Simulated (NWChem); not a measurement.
**One shape, several levels: SnH3SeCl (SMILES [Cl][SnH2][SeH])**

Wanted: a comparison of 3 runs (HF/def2-SVP, PBE0/def2-SVP, PBE/def2-TZVP) of SnH3SeCl. 

The results are computed with NWChem 7.3.0.

## 1. The molecule

SnH3SeCl: 6 atoms, total charge 0, spin state singlet. SMILES: `[Cl][SnH2][SeH]`. Geometry: relaxed at PBE0-D4/def2-TZVP. This is one conformer, not always the lowest.

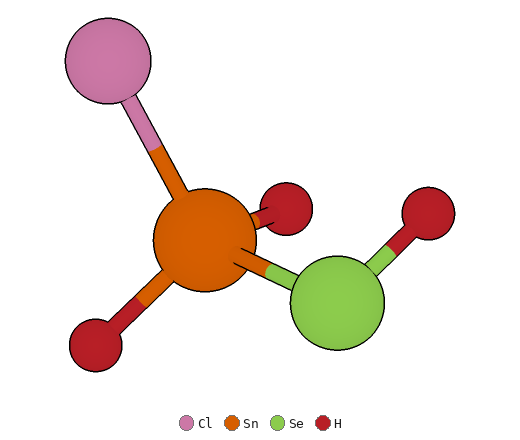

The structure, seen from a chosen angle (chlorine pink, tin orange, selenium green, hydrogen red).

## 2. Energy and forces at HF/def2-SVP (core potential) (run 1)

The input, run.py:

```python
from ase import Atoms
from ase.calculators.nwchem import NWChem

atoms = Atoms('ClSnSeHHH', positions=[
    [-2.327600, 0.223200, -0.538600],
    [-0.050400, -0.289200, -0.540000],
    [0.816200, -0.253000, 1.818500],
    [0.085900, -1.878000, -1.124700],
    [0.678200, 0.917300, -1.489800],
    [0.839800, 1.215600, 1.828400],
])

calc = NWChem(
    label='clh3sesn',
    theory='scf',
    memory='2200 mb',
    basis='def2-SVP',
    basispar='spherical bse',
    scf={'nopen': '0', 'rhf': None, 'thresh': '1e-08', 'maxiter': '80'},
    **{'ecp bse': {'Sn library': 'def2-SVP'}},
)
atoms.calc = calc

forces = atoms.get_forces()
print(f"energy = {atoms.get_potential_energy():.6f} eV")
print("forces (eV/A):")
for s, f in zip(atoms.symbols, forces):
    print(f"{s:2s} {f[0]:10.5f} {f[1]:10.5f} {f[2]:10.5f}")
print("dipole (e A):", atoms.get_dipole_moment().round(4))
```

Started as:

```
export ASE_NWCHEM_COMMAND="nwchem PREFIX.nwi > PREFIX.nwo"
python run.py
```

Output:

```text
energy = -83649.302678 eV
forces (eV/A):
Cl   -0.45164    0.10346   -0.01075
Sn    0.26477   -0.18455   -0.27439
Se    0.10727    0.38777    0.16717
H     0.02299    0.02695   -0.02180
H     0.02602   -0.03893    0.02499
H     0.03060   -0.29470    0.11472
dipole (e A): [ 0.4574  0.0236 -0.196 ]
```

The calculator wrote clh3sesn.nwi:

```
title "clh3sesn"

permanent_dir clh3sesn

scratch_dir clh3sesn

start clh3sesn

geometry units angstrom nocenter noautosym noautoz
  Cl -2.3275999999999999e+00 2.2320000000000001e-01 -5.3859999999999997e-01
  Sn -5.0400000000000000e-02 -2.8920000000000001e-01 -5.4000000000000004e-01
  Se 8.1620000000000004e-01 -2.5300000000000000e-01 1.8185000000000000e+00
  H  8.5900000000000004e-02 -1.8779999999999999e+00 -1.1247000000000000e+00
  H  6.7820000000000003e-01 9.1730000000000000e-01 -1.4898000000000000e+00
  H  8.3979999999999999e-01 1.2156000000000000e+00 1.8284000000000000e+00
end

memory 2200 mb

basis spherical bse noprint
   * library def2-SVP
end

scf
  nopen 0
  rhf
  thresh 1e-08
  maxiter 80
end
ecp bse
  Sn library def2-SVP
end

task scf gradient
```

clh3sesn.nwo:

```text
Northwest Computational Chemistry Package (NWChem) 7.3.0
             --------------------------------------------------------

           Job information
           ---------------

    nwchem branch   = 7.3.0
    use scalapack   = T
    input           = clh3sesn.nwi
    prefix          = clh3sesn.
    data base       = clh3sesn/clh3sesn.db
    status          = startup
    nproc           =        1

           Memory information
           ------------------

    heap     =     72089598 doubles =      550.0 Mbytes
    stack    =     72089595 doubles =      550.0 Mbytes
    global   =    144179200 doubles =     1100.0 Mbytes (distinct from heap & stack)
    total    =    288358393 doubles =     2200.0 Mbytes
    verify   = yes
    hardfail = no

[... 137 lines left out ...]
 Convergence threshold     :          1.000E-08
[... 12 lines left out ...]
       Final RHF  results
[... 3 lines left out ...]
      One-electron energy =  -5091.436752664228
[... 1 line left out ...]
 Nuclear repulsion energy =    368.065659941408
[... 56 lines left out ...]
                       ROHF Final Molecular Orbital Analysis
[... 265 lines left out ...]
                 ----------------------------------------
                 |  Time  |  1-e(secs)   |  2-e(secs)   |
                 ----------------------------------------
                 |  CPU   |       0.04   |       8.72   |
                 ----------------------------------------
                 |  WALL  |       0.04   |       8.72   |
                 ----------------------------------------

 Task  times  cpu:       32.0s     wall:       32.0s
 Total times  cpu:       32.0s     wall:       32.0s
```

Run time: 33 s. Hardware: 1 thread of Intel Xeon Platinum 8488C (Sapphire Rapids), shared host; peak memory 0.1 GiB.

## 3. Energy and gradient at PBE0/def2-SVP (core potential) (run 2)

The input, run.py:

```python
from ase import Atoms
from ase.calculators.nwchem import NWChem

system = Atoms('ClSnSeHHH', positions=[
    [-2.327600, 0.223200, -0.538600],
    [-0.050400, -0.289200, -0.540000],
    [0.816200, -0.253000, 1.818500],
    [0.085900, -1.878000, -1.124700],
    [0.678200, 0.917300, -1.489800],
    [0.839800, 1.215600, 1.828400],
])

calc = NWChem(
    label='clh3sesn',
    theory='dft',
    memory='2200 mb',
    basis='def2-SVP',
    basispar='spherical bse',
    dft={'xc': 'pbe0', 'mult': '1', 'grid': 'fine', 'convergence': 'energy 1e-08', 'iterations': '100', 'mulliken': None, 'print': 'low'},
    **{'ecp bse': {'Sn library': 'def2-SVP'}},
)
system.calc = calc

forces = system.get_forces()
print("Total energy (eV):", round(system.get_potential_energy(), 6))
print("forces (eV/A):")
for s, f in zip(system.symbols, forces):
    print(f"{s:2s} {f[0]:10.5f} {f[1]:10.5f} {f[2]:10.5f}")
```

Started as:

```
export ASE_NWCHEM_COMMAND="nwchem PREFIX.nwi > PREFIX.nwo"
python run.py
```

Output:

```text
Total energy (eV): -83730.451262
forces (eV/A):
Cl   -0.39873    0.08814   -0.01111
Sn    0.21520   -0.06469   -0.06073
Se    0.08084   -0.06022    0.14429
H     0.02823   -0.10243   -0.03018
H     0.06993    0.07456   -0.05569
H     0.00447    0.06469    0.01337
```

The calculator wrote clh3sesn.nwi:

```
title "clh3sesn"

permanent_dir clh3sesn

scratch_dir clh3sesn

start clh3sesn

geometry units angstrom nocenter noautosym noautoz
  Cl -2.3275999999999999e+00 2.2320000000000001e-01 -5.3859999999999997e-01
  Sn -5.0400000000000000e-02 -2.8920000000000001e-01 -5.4000000000000004e-01
  Se 8.1620000000000004e-01 -2.5300000000000000e-01 1.8185000000000000e+00
  H  8.5900000000000004e-02 -1.8779999999999999e+00 -1.1247000000000000e+00
  H  6.7820000000000003e-01 9.1730000000000000e-01 -1.4898000000000000e+00
  H  8.3979999999999999e-01 1.2156000000000000e+00 1.8284000000000000e+00
end

memory 2200 mb

basis spherical bse noprint
   * library def2-SVP
end

dft
  xc pbe0
  mult 1
  grid fine
  convergence energy 1e-08
  iterations 100
  mulliken
  print low
end
ecp bse
  Sn library def2-SVP
end

task dft gradient
```

clh3sesn.nwo:

```text
Northwest Computational Chemistry Package (NWChem) 7.3.0
             --------------------------------------------------------

           Job information
           ---------------

    nwchem branch   = 7.3.0
    use scalapack   = T
    input           = clh3sesn.nwi
    prefix          = clh3sesn.
    data base       = clh3sesn/clh3sesn.db
    status          = startup
    nproc           =        1

           Memory information
           ------------------

    heap     =     72089598 doubles =      550.0 Mbytes
    stack    =     72089595 doubles =      550.0 Mbytes
    global   =    144179200 doubles =     1100.0 Mbytes (distinct from heap & stack)
    total    =    288358393 doubles =     2200.0 Mbytes
    verify   = yes
    hardfail = no

[... 39 lines left out ...]
            Nuclear Dipole moment (a.u.)
[... 76 lines left out ...]
   convergence    iter        energy       DeltaE   RMS-Dens  Diis-err    time
[... 11 lines left out ...]
         Total DFT energy =    -3077.037354410598
      One electron energy =    -5091.563122851706
           Coulomb energy =     1780.667076308313
    Exchange-Corr. energy =     -134.206967808613
 Nuclear repulsion energy =      368.065659941408
[... 31 lines left out ...]
                         DFT ENERGY GRADIENTS

    atom               coordinates                        gradient
                 x          y          z           x          y          z
   1 Cl     -4.398526   0.421787  -1.017806    0.007754  -0.001714   0.000216
   2 Sn     -0.095242  -0.546509  -1.020452   -0.004185   0.001258   0.001181
   3 Se      1.542394  -0.478101   3.436467   -0.001572   0.001171  -0.002806
   4 H       0.162327  -3.548905  -2.125375   -0.000549   0.001992   0.000587
   5 H       1.281612   1.733446  -2.815314   -0.001360  -0.001450   0.001083
   6 H       1.586992   2.297151   3.455175   -0.000087  -0.001258  -0.000260

 Task  times  cpu:       28.2s     wall:       28.2s
 Total times  cpu:       28.3s     wall:       28.3s
```

It took 29 s on 1 thread of Intel Xeon Platinum 8488C (Sapphire Rapids), shared host; peak memory 0.12 GiB.

## 4. Energy and forces at PBE/def2-TZVP (core potential) (run 3)

The input, run.py:

```python
from ase import Atoms
from ase.calculators.nwchem import NWChem

mol = Atoms(['Cl', 'Sn', 'Se', 'H', 'H', 'H'], positions=[
    [-2.327600, 0.223200, -0.538600],
    [-0.050400, -0.289200, -0.540000],
    [0.816200, -0.253000, 1.818500],
    [0.085900, -1.878000, -1.124700],
    [0.678200, 0.917300, -1.489800],
    [0.839800, 1.215600, 1.828400],
])

calc = NWChem(
    label='clh3sesn',
    theory='dft',
    memory='2200 mb',
    basis='def2-TZVP',
    basispar='spherical bse',
    dft={'xc': 'xpbe96 cpbe96', 'mult': '1', 'grid': 'fine', 'convergence': 'energy 1e-08', 'iterations': '100', 'mulliken': None},
    **{'ecp bse': {'Sn library': 'def2-TZVP'}},
)
mol.calc = calc

forces = mol.get_forces()
e = mol.get_potential_energy()
print(f"E = {e:.6f} eV")
print("forces (eV/A):")
for s, f in zip(mol.symbols, forces):
    print(f"{s:2s} {f[0]:10.5f} {f[1]:10.5f} {f[2]:10.5f}")
print("dipole (e A):", mol.get_dipole_moment().round(4))
```

Started as:

```
export ASE_NWCHEM_COMMAND="nwchem PREFIX.nwi > PREFIX.nwo"
python run.py
```

Output:

```text
E = -83739.629232 eV
forces (eV/A):
Cl   -0.35384    0.07688   -0.01769
Sn    0.11843   -0.01805   -0.07086
Se    0.11642   -0.28025    0.29192
H     0.02242   -0.19936   -0.07153
H     0.09138    0.14990   -0.12763
H     0.00525    0.27089   -0.00422
dipole (e A): [ 0.4048  0.0032 -0.1187]
```

The calculator wrote clh3sesn.nwi:

```
title "clh3sesn"

permanent_dir clh3sesn

scratch_dir clh3sesn

start clh3sesn

geometry units angstrom nocenter noautosym noautoz
  Cl -2.3275999999999999e+00 2.2320000000000001e-01 -5.3859999999999997e-01
  Sn -5.0400000000000000e-02 -2.8920000000000001e-01 -5.4000000000000004e-01
  Se 8.1620000000000004e-01 -2.5300000000000000e-01 1.8185000000000000e+00
  H  8.5900000000000004e-02 -1.8779999999999999e+00 -1.1247000000000000e+00
  H  6.7820000000000003e-01 9.1730000000000000e-01 -1.4898000000000000e+00
  H  8.3979999999999999e-01 1.2156000000000000e+00 1.8284000000000000e+00
end

memory 2200 mb

basis spherical bse noprint
   * library def2-TZVP
end

dft
  xc xpbe96 cpbe96
  mult 1
  grid fine
  convergence energy 1e-08
  iterations 100
  mulliken
end
ecp bse
  Sn library def2-TZVP
end

task dft gradient
```

clh3sesn.nwo:

```text
Northwest Computational Chemistry Package (NWChem) 7.3.0
             --------------------------------------------------------

           Job information
           ---------------

    nwchem branch   = 7.3.0
    use scalapack   = T
    input           = clh3sesn.nwi
    prefix          = clh3sesn.
    data base       = clh3sesn/clh3sesn.db
    status          = startup
    nproc           =        1

           Memory information
           ------------------

    heap     =     72089598 doubles =      550.0 Mbytes
    stack    =     72089595 doubles =      550.0 Mbytes
    global   =    144179200 doubles =     1100.0 Mbytes (distinct from heap & stack)
    total    =    288358393 doubles =     2200.0 Mbytes
    verify   = yes
    hardfail = no

[... 110 lines left out ...]
  convergence criterion.
[... 38 lines left out ...]
          Spatial weights used:  Erf1
[... 76 lines left out ...]
         Total DFT energy =    -3077.374638594362
[... 3 lines left out ...]
 Nuclear repulsion energy =      368.065659941408
[... 1168 lines left out ...]
          Convergence on gradient requested:  5.00D-04
[... 25 lines left out ...]
          total energy or number of iterations.
[... 37 lines left out ...]
                 ----------------------------------------
                 |  Time  |  1-e(secs)   |  2-e(secs)   |
                 ----------------------------------------
                 |  CPU   |       0.10   |      48.82   |
                 ----------------------------------------
                 |  WALL  |       0.10   |      48.82   |
                 ----------------------------------------

 Task  times  cpu:      144.4s     wall:      144.4s
 Total times  cpu:      144.4s     wall:      144.4s
```

Run time: 2.4 min. Hardware: 1 thread of Intel Xeon Platinum 8488C (Sapphire Rapids), shared host; peak memory 0.15 GiB.

## 5. All runs side by side

| run | level | iteration cap | module | energy (Eh) | dipole moment (D) | HOMO energy (eV) | LUMO energy (eV) | wall time |
| --- | --- | --- | --- | --- | --- | --- | --- | --- |
| 1 | HF/def2-SVP (core potential) | 80 | scf | -3074.055199 | 2.39 | -9.93 | 2.48 | 33 s |
| 2 | PBE0/def2-SVP (core potential) | 100 | dft | -3077.037354 | – | – | – | 29 s |
| 3 | PBE/def2-TZVP (core potential) | 100 | dft | -3077.374639 | 2.03 | -6.25 | -2.21 | 2.4 min |

## 6. What came out

```
                       quantity           value
            run 3: total energy  -3077.37464 Eh
           run 3: dipole moment          2.03 D
             run 3: HOMO energy        -6.25 eV
             run 3: LUMO energy        -2.21 eV
           run 3: HOMO–LUMO gap         4.05 eV
run 3: largest force on an atom      0.421 eV/Å
```

In words: Totals of different functionals can't be ranked against each other. All runs together took 3.5 min, the longest 2.4 min.
